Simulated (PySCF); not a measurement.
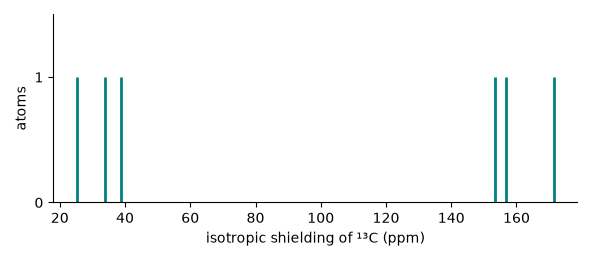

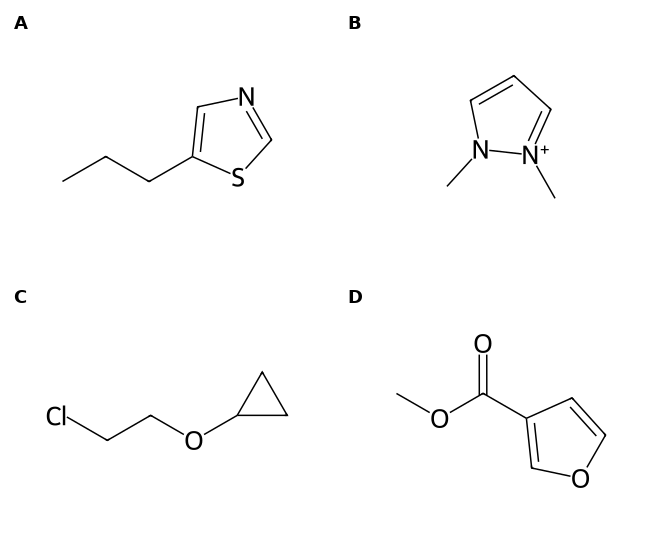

The sticks are computed shieldings of one of the molecules, for one fixed geometry (PBE0-D3(BJ)/def2-SVP) without averaging over rotations. Low shielding means a high chemical shift. Method: GIAO PBE0/pcSseg-1 NMR shielding, non-relativistic, IEF-PCM chloroform (PySCF 2.14.0).

Match the spectrum to a structure.

A, `CCCc1cncs1`. Its 6 C atoms give lines at 25.3, 34.0, 38.7, 153.6, 156.7, 171.4 ppm.
